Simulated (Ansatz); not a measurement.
**Cl5FW···H2: density, localisation and related maps**

Input

```
crystal:
  periodic: [false, false, false]
  atoms:
    - { symbol: W, position_ang: [0.0, 0.0, 0.0] }
    - { symbol: Cl, position_ang: [0.0, 0.0, 2.74] }
    - { symbol: Cl, position_ang: [2.39, 0.0, 0.0] }
    - { symbol: Cl, position_ang: [0.0, 2.39, 0.0] }
    - { symbol: Cl, position_ang: [-2.39, 0.0, 0.0] }
    - { symbol: Cl, position_ang: [0.0, -2.39, 0.0] }
    - { symbol: F, position_ang: [0.0, 0.0, -1.85] }
    - { symbol: H, position_ang: [1.3275, 1.3829, 0.637] }
    - { symbol: H, position_ang: [1.114, 1.1605, 1.6422] }
basis:
  gaussian: { orbitals: def2-SVP }
hamiltonian:
  xc: pbe
relax:
  f_tol: 0.15
  max_steps: 25
  restrain:
    - { distance: [0, 7], at: 2.92, k: 30.0 }
    - { distance: [8, 1], at: 2.57, k: 30.0 }
    - { distance: [0, 1], at: 2.39, k: 30.0 }
    - { distance: [8, 7], at: 0.66, k: 30.0 }
output:
  orbitals: {}
```

Launched as:

```sh
ansatz run input.yaml --threads 4 --pin off --max-ram 5120MiB --backend cpu --events-out ev --progress --plain --runs-dir out
```

The fields are those of the run's last geometry, not of the input's.

Core potentials replace the inner electrons of W; not at a stationary point (largest force 1.9 eV/Å).

Computed with RKS PBE/def2-SVP (Ansatz 0.2.0).

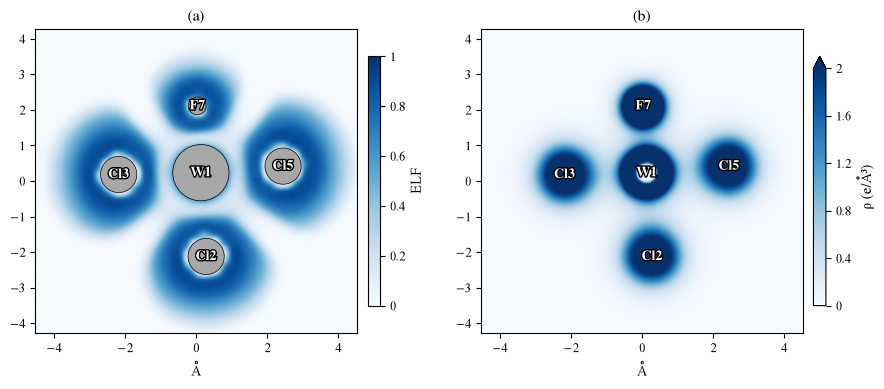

Figure 1. (a) ELF; (b) electron density on the plane of atoms Cl2, W1 and Cl5. Grey discs cover the atomic cores in the ELF map.

Interpret the plot.

Atoms in the plane: W, Cl and F. W–F (1.88 Å): ρ at the midpoint is about 1.1 e/Å³; the ELF peaks at about 0.85 in the valence shell of F, 0.5 Å from its nucleus, and drops to about 0.20 between the two atoms. W–Cl (2.31 Å): ρ is about 0.66 e/Å³ halfway; the ELF peaks at about 0.85 in the valence shell of Cl, 0.9 Å from its nucleus, and is about 0.35 at the midpoint. W–Cl (2.36 Å): ρ at the midpoint is about 0.6 e/Å³; the ELF peaks at about 0.85 in the valence shell of Cl, 0.9 Å from its nucleus, and is about 0.35 at the midpoint.

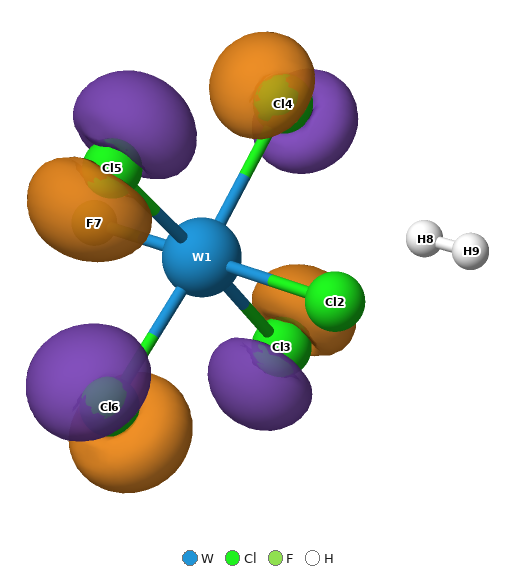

Figure 2. The HOMO at ±0.15 Å⁻³ᐟ² (orange and purple are the two phases), seen at a tilt.

Where does this orbital lie, and at what energy?

By Hirshfeld shares it lies mainly on Cl5 (about 30 %), Cl6 (about 30 %), Cl3 (about 20 %) and Cl4 (about 20 %); largely a combination of lone pairs on Cl5, Cl6, Cl3 and Cl4. Its energy is −7.94 eV.
